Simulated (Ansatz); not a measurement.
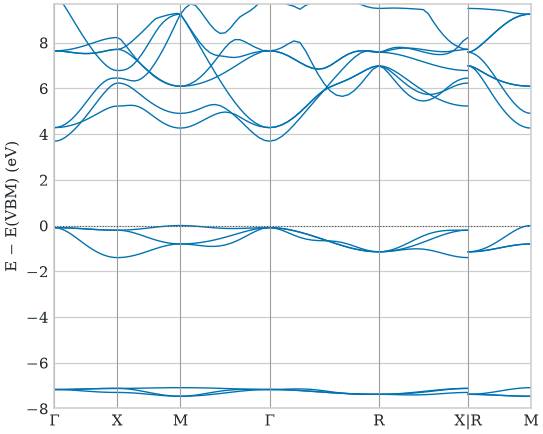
*Band structure from the program Ansatz at the PBE level (PAW)*

Q: Read off the gap and where the band edges lie.

A: About 3.7 eV (3.69 eV by a search for the band edges); maximum at M, minimum at Γ.

The material is CsI (CsCl type, Pm-3m).

Symmetry was held in the PBE relaxation. Scalar-relativistic: spin–orbit coupling is off unless named, which matters more the heavier the elements.

Potentials: the later of the program's two PAW sets.
